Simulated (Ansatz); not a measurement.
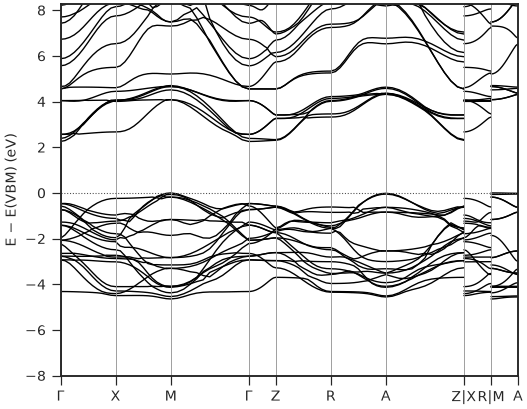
*Band structure from r²SCAN (plane waves, PAW; program Ansatz)*

Question: Read off the gap and where the band edges lie.

Answer: About 2.3 eV (2.26 eV by a search for the band edges); maximum at M, minimum at Γ.

Question: Pick the material that matches.
(A) CaO, P4/nmm (Ca on 2c, O on 2a)
(B) BaSrTi2O6, P4mm (Pearson symbol tP10)
(C) InP, P4_2/mnm (In on 4g, P on 4f)
(D) MgO, P4_2/mnm (Mg on 4g, O on 4f)

Answer: B, BaSrTi2O6, P4mm (Pearson symbol tP10)

The start of the workflow was typed in or built on a structure type; neither database checked (COD, Materials Project) lists it. Its standing as an ambient phase is unchecked. The cell was relaxed with r²SCAN under the symmetry of its start; its stability against distortions is not shown here. The workflow began spin-polarised and lost its moments. Scalar-relativistic: spin–orbit coupling is off unless named, which matters more the heavier the elements.

Potentials: the earlier of the program's two PAW sets.
